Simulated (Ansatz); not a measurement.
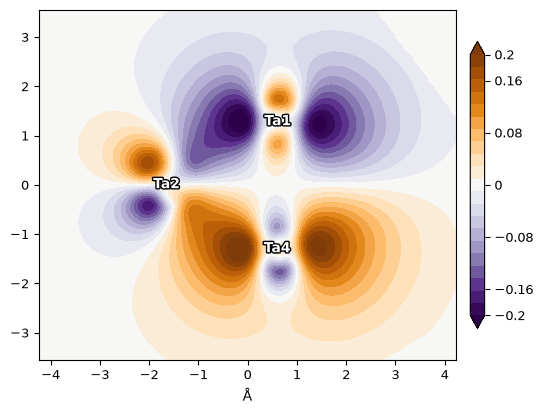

The picture shows: Ta5 (charge +1, quintet). The HOMO−1 (β) on the plane of atoms Ta1, Ta4 and Ta2 (values in Å⁻³ᐟ²; the overall sign is arbitrary).

Geometry: PBE-D4/def2-SVP; ⟨S²⟩ = 6.12, above the pure value of 6.00; core potentials replace the inner electrons of Ta.

These are results of UKS PBE0-D4/def2-TZVP (Ansatz), not measurements.

The calculation's input:

```
crystal:
  periodic: [false, false, false]
  atoms:
    - {symbol: Ta, position_ang: [-0.130542, -3.095715, 1.186449]}
    - {symbol: Ta, position_ang: [-1.159734, -3.160333, -1.194235]}
    - {symbol: Ta, position_ang: [1.388380, -3.177695, -1.232877]}
    - {symbol: Ta, position_ang: [-0.139016, -0.963882, -0.264775]}
    - {symbol: Ta, position_ang: [2.079312, -1.794575, 0.793038]}
basis:
  gaussian: {orbitals: def2-TZVP, initial_orbitals: start.molden}
total_charge: 1
magnetization: {spin_polarized: true, initial_magnetization: 4}
hamiltonian: {xc: pbe0, dispersion: d4}
scf: {omitted_lower_state_checks: [starts]}
output: {orbitals: {seedname: orbitals}}
```

Run with:

```sh
ansatz run in.yaml --threads 4 --pin off --events-out ev --progress --plain --max-ram 4787MiB
```

### Describe this orbital and give its energy.

By Hirshfeld shares it lies mainly on Ta1 (about 25 %), Ta4 (about 25 %), Ta2 (about 20 %), Ta5 (about 20 %) and Ta3 (about 10 %). Its energy is −8.85 eV.
